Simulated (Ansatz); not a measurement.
SnPH5O2Cl2: several calculations on one system

**1. Relaxation**

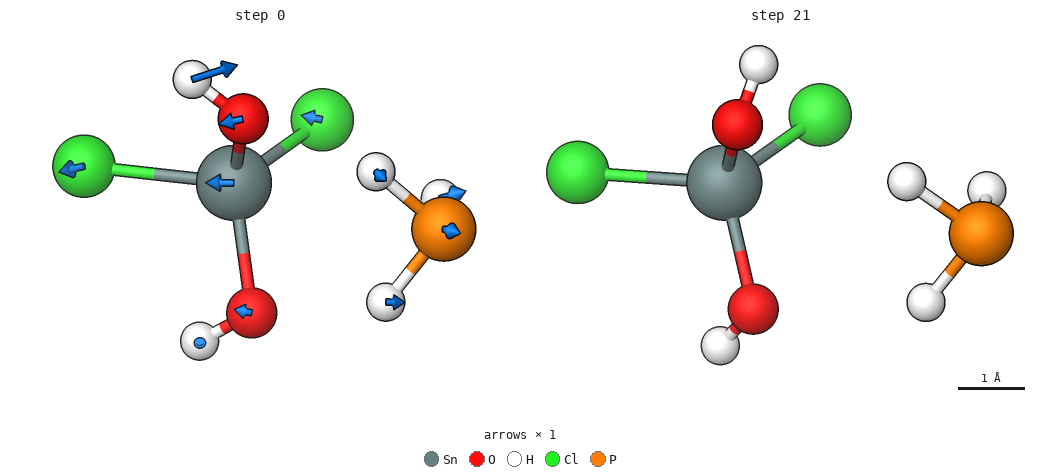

The structure of SnPH5O2Cl2 before (left) and after (right) a relaxation, at one scale. The blue arrows give the displacements, at their true length.

A ball-and-stick model, seen at a tilt.

The run prepares an end point of a later path (reaction) calculation, from a guessed geometry.

The calculation used RKS BLYP/def2-SVP in Ansatz 0.2.0.

The input:
```yaml
crystal:
  periodic: [false, false, false]
  atoms:
    - { symbol: Sn, position_ang: [-0.050425, -0.020389, 0.078476] }
    - { symbol: O, position_ang: [-0.412216, 0.110296, 2.021174] }
    - { symbol: H, position_ang: [-1.078219, -0.574139, 2.262673] }
    - { symbol: O, position_ang: [1.900759, -0.057717, -0.389133] }
    - { symbol: H, position_ang: [2.051285, -0.868882, -0.924183] }
    - { symbol: Cl, position_ang: [-1.253553, 1.598816, -1.190781] }
    - { symbol: Cl, position_ang: [-0.878758, -2.175293, -0.568681] }
    - { symbol: P, position_ang: [1.65197, 2.882493, 1.540594] }
    - { symbol: H, position_ang: [2.474346, 1.868276, 0.929897] }
    - { symbol: H, position_ang: [0.78678, 3.018359, 0.393267] }
    - { symbol: H, position_ang: [0.800431, 1.95228, 2.209697] }
basis:
  gaussian: { orbitals: def2-SVP }
hamiltonian:
  xc: blyp
relax:
  f_tol: 0.03
  max_steps: 50
```

Launched with:
```bash
ansatz run input.yaml --threads 4 --pin off --max-ram 5120MiB --backend cpu --events-out ev --progress --plain --runs-dir out
```

> Summarise the run.

The atom that moves furthest after the best rigid fit is H3 (0.78 Å). By element the largest moves are H 0.78 Å, Cl 0.47 Å, Sn 0.46 Å, O 0.40 Å, P 0.35 Å. Among the contacts that change: Sn1–O2 1.980 → 2.002 Å, Sn1–Cl7 2.398 → 2.382 Å, P8–H11 1.428 → 1.441 Å, Sn1–O4 2.007 → 2.000 Å. Bond angles that change, for instance: O2–Sn1–O4 114.0° → 105.3°, O2–Sn1–Cl7 105.1° → 111.7°, O4–Sn1–Cl7 104.9° → 108.9°. Groups turn about Sn1–O2 by about 80°, Sn1–O4 by about 20°. Over 18 accepted moves (21 points after the start) the energy falls by 0.130 eV. The largest force component goes from 0.7 to 0.0029 eV/Å. The line search rejected the trial steps at points 11, 15, 17 of the run. The forces were under the threshold at step 16, but the run went on from there.

Limits of the set-up: the start holds two separate molecules, 2.2 Å apart at their closest, whose relative position is a soft coordinate and is computed without a dispersion correction.

**2. Relaxation**

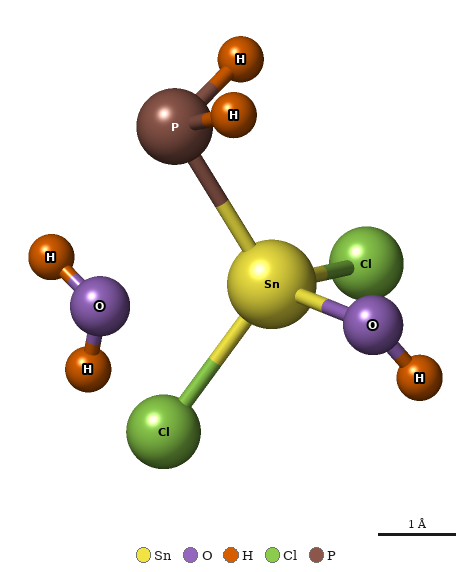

SnPH5O2Cl2, before the relaxation. The picture is a ball-and-stick view, seen at a tilt.

The run prepares an end point of a later path (reaction) calculation, from a guessed geometry.

All numbers below come from RKS BLYP/def2-SVP in Ansatz.

The input:
```yaml
crystal:
  periodic: [false, false, false]
  atoms:
    - { symbol: Sn, position_ang: [0.266154, 0.654114, -0.346576] }
    - { symbol: O, position_ang: [0.534831, -0.131473, 2.698212] }
    - { symbol: H, position_ang: [-0.226597, -0.693622, 2.431358] }
    - { symbol: O, position_ang: [1.887876, -0.48553, -0.667079] }
    - { symbol: H, position_ang: [1.730813, -1.068743, -1.438427] }
    - { symbol: Cl, position_ang: [-0.459689, 1.481596, -2.485337] }
    - { symbol: Cl, position_ang: [-1.565427, -0.797951, 0.300555] }
    - { symbol: P, position_ang: [0.7073, 2.495259, 1.257624] }
    - { symbol: H, position_ang: [2.093607, 2.122288, 1.34004] }
    - { symbol: H, position_ang: [0.937813, 3.476975, 0.225502] }
    - { symbol: H, position_ang: [0.085718, 0.681186, 3.047127] }
basis:
  gaussian: { orbitals: def2-SVP }
hamiltonian:
  xc: blyp
relax:
  f_tol: 0.03
  max_steps: 50
```

Command:
```bash
ansatz run input.yaml --threads 4 --pin off --max-ram 5120MiB --backend cpu --events-out ev --progress --plain --runs-dir out
```

### What does the optimiser find from here?

H11 moves most after the best rigid fit: 1.46 Å. By element the largest moves are H 1.46 Å, Cl 0.92 Å, O 0.83 Å, P 0.55 Å, Sn 0.44 Å. Some distances before and after: Sn1–O2 3.156 → 2.555 Å, Sn1–P8 2.482 → 2.567 Å, Sn1–O4 2.008 → 2.042 Å, Sn1–Cl6 2.405 → 2.431 Å. Bond angles that change, for instance: O4–Sn1–Cl6 107.3° → 97.7°, O4–Sn1–P8 112.4° → 121.2°, Cl6–Sn1–P8 111.9° → 107.6°. Groups turn about Sn1–O4 by about 40°. After 24 accepted moves (27 points after the start) the energy has fallen by 0.374 eV. The largest force component goes from 0.66 to 0.019 eV/Å. The line search rejected the trial steps at points 3, 12, 22 of the run. Cost: 43 s on 4 threads of AMD EPYC 7B13 (Zen 3) (shared host), peak memory 0.23 GiB.

Step by step:

```
step  E − E(0), eV  largest force component, eV/Å      note
   0        0.0000                         0.6625          
   1       -0.0257                         1.0061          
   2       -0.0261                         1.2403          
   3        0.0232                         2.0113  rejected
   4       -0.0627                         0.6800          
   5       -0.0644                         0.9235          
   6       -0.0801                         0.2539          
   7       -0.0925                         0.1461          
   8       -0.1005                         0.7234          
   9       -0.1121                         0.5885          
  10       -0.1213                         0.4368          
  11       -0.1367                         0.2803          
  12       -0.1156                         0.7341  rejected
  13       -0.1475                         0.1664          
  14       -0.1547                         0.2650          
  15       -0.1676                         0.5899          
  16       -0.1815                         1.2170          
  17       -0.2220                         0.8058          
  18       -0.2769                         0.3908          
  19       -0.3055                         0.4922          
  20       -0.3138                         1.2828          
  21       -0.3544                         0.2366          
  22       -0.3544                         0.2064  rejected
  23       -0.3703                         0.0748          
  24       -0.3707                         0.1969          
  25       -0.3733                         0.0438          
  26       -0.3736                         0.0360          
  27       -0.3739                         0.0187
```

Final geometry:

```xyz
11

Sn    0.0940    0.7972    0.0344
O     0.5470   -0.1655    2.3578
H     1.0902   -0.8465    1.8874
O     1.4388   -0.7386   -0.0134
H     1.5976   -1.0077   -0.9417
Cl   -0.0481    1.1782   -2.3620
Cl   -2.1021   -0.0918    0.5395
P     0.6742    3.0377    1.1454
H     2.0244    2.5737    1.3485
H     0.9924    3.6080   -0.1398
H    -0.3160   -0.6105    2.5069
```

After the run, drawn alike:

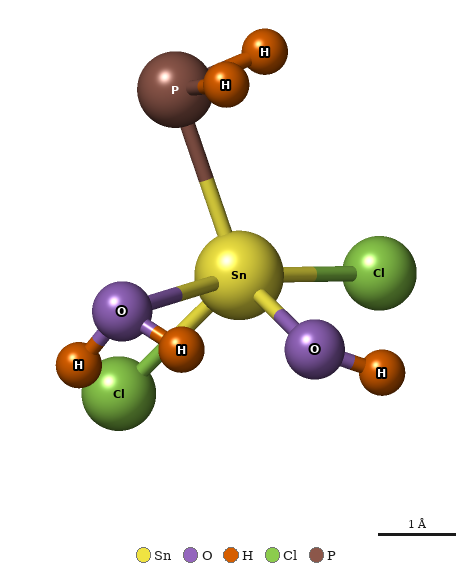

Limits of the set-up: the start holds two separate molecules, 2.5 Å apart at their closest, whose relative position is a soft coordinate and is computed without a dispersion correction.

**3. Path**

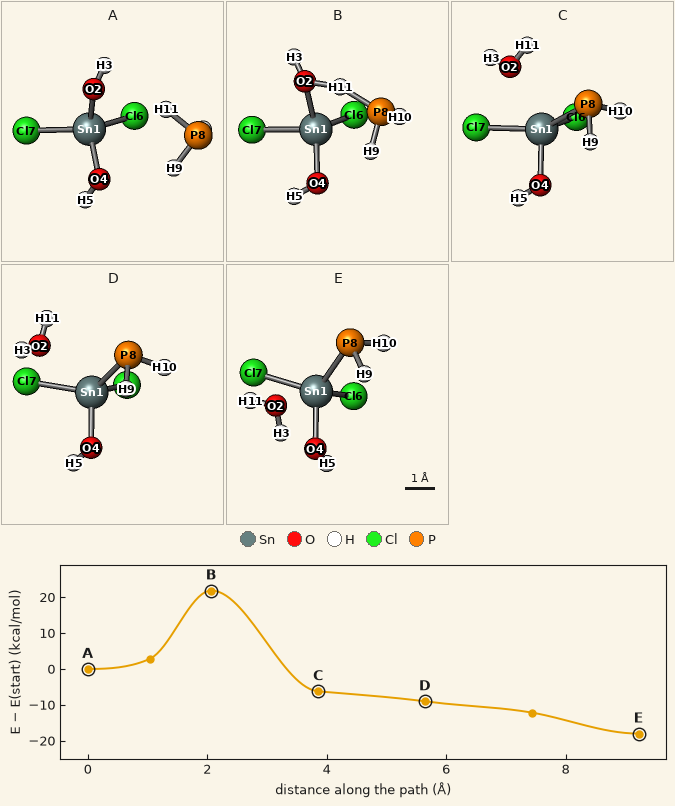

A search for the minimum-energy path of SnPH$_{5}$O$_{2}$Cl$_{2}$, made up at the start of SnH2O2Cl2 and PH$_{3}$ by the nudged elastic band. Images are numbered from 0 (start) to 6 (end). Frames A to E are images 0, 2, 3, 4, 6. The picture is a ball-and-stick view, seen at a tilt.

The calculation used RKS BLYP/def2-SVP (Ansatz). Set-up: 5 movable images; climbing image; force threshold 0.03 eV/Å; iteration limit 60; starting path through a guess of the saddle point.

**Read off the barrier and say what moves.**

The energy climbs by 21.9 kcal/mol to image 2 and then falls by 39.9 kcal/mol, so the end point sits at −18.0 kcal/mol. Breaking: P8–H11 (1.44 → 1.68 at the top → 4.02 Å). Forming: O2–H11 (2.78 → 1.30 at the top → 0.98 Å), Sn1–P8 (4.45 → 3.06 at the top → 2.57 Å). The band is converged.

Limits of the set-up: the start holds two separate molecules, 2.8 Å apart at their closest, whose relative position is a soft coordinate and is computed without a dispersion correction.

The run took 6.8 min on 4 threads of AMD EPYC 7B13 (Zen 3) (shared host), peak memory 0.23 GiB.
